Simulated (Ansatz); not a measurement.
# C2H6S2 (Me2S2): what the fields show

```xyz
10

C    -0.3171   -1.8076    0.4721
S     1.2478   -0.9696    0.0270
S     0.9864    0.9353    0.8059
C     0.1178    1.8106   -0.5464
H    -0.2142   -2.8544    0.1191
H    -0.4674   -1.8047    1.5687
H    -1.1856   -1.3430   -0.0345
H     0.7211    1.7990   -1.4743
H    -0.8834    1.3761   -0.7351
H    -0.0054    2.8583   -0.2024
```

Geometry: PBE-D4/def2-SVP.

These are results of RKS PBE0-D4/def2-TZVP (Ansatz 0.2.0), not measurements.

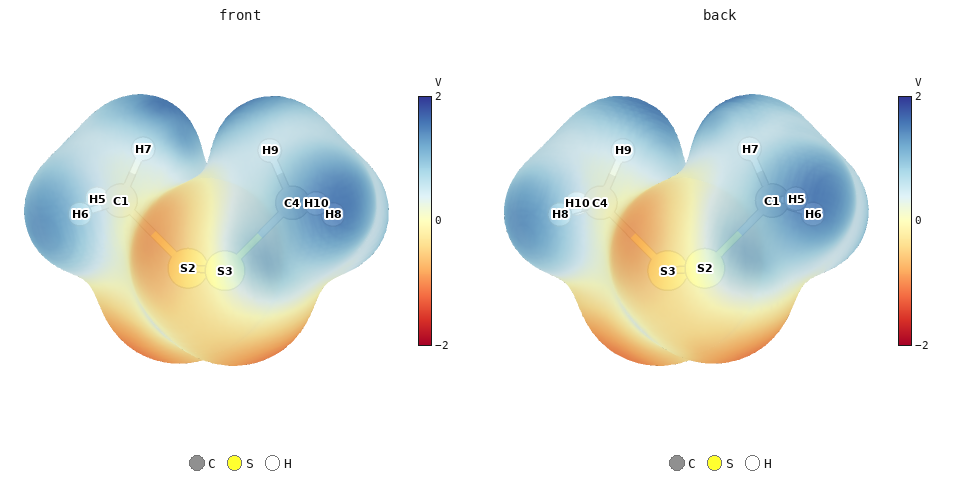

Figure 1. The electrostatic potential painted on the density surface at 0.004 e/bohr³, seen from the front and from behind; red is negative and blue positive.

Question: Describe the electrostatic potential map.

Answer: The most negative region (about −1.0 V) lies over S2 and S3, the most positive (about +1.6 V) over H5, H7 and H10.

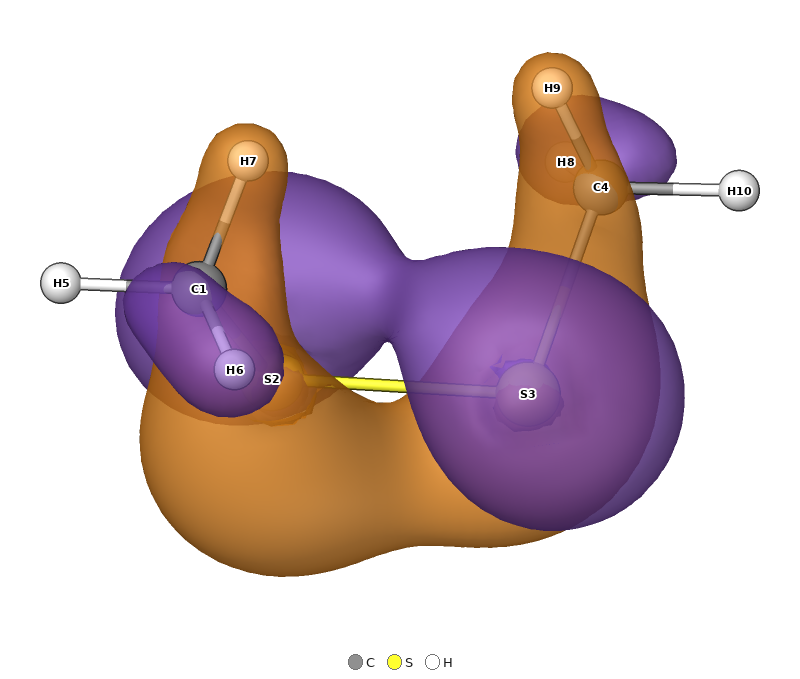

Figure 2. One frontier orbital at ±0.1 Å⁻³ᐟ² (orange and purple are the two phases), seen at a tilt.

Question: Which orbital is it: HOMO or LUMO?

Answer: The HOMO, at −6.75 eV. Its weight (Hirshfeld) is mainly on S2 (about 40 %) and S3 (about 40 %).

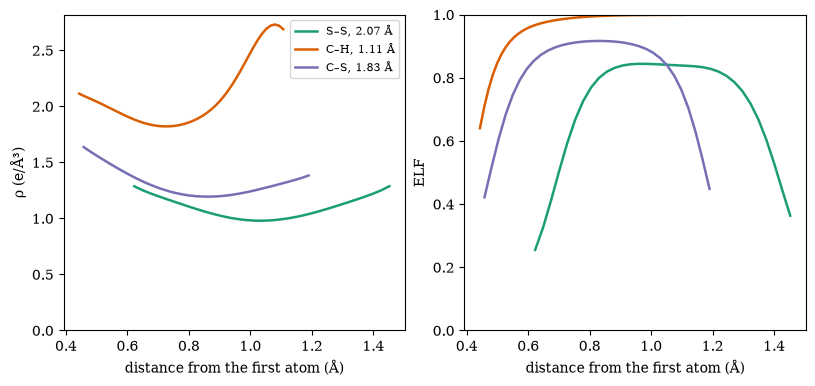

Figure 3. Total electron density and ELF along straight lines between neighbouring atoms. The curves leave out the atomic cores.

Question: Compare the contacts.

Answer: S–S (2.07 Å): the density is about 0.98 e/Å³ at the midpoint; the ELF peaks at about 0.85 between the atoms, as expected for a covalent bond.
C–H (1.11 Å): ρ at the midpoint is about 2 e/Å³; the ELF climbs to about 1 towards the hydrogen, as it does in any bond to H; an ordinary covalent bond to hydrogen.
C–S (1.83 Å): ρ is about 1.2 e/Å³ halfway; the ELF peaks at about 0.90 between the atoms; a shared electron pair.
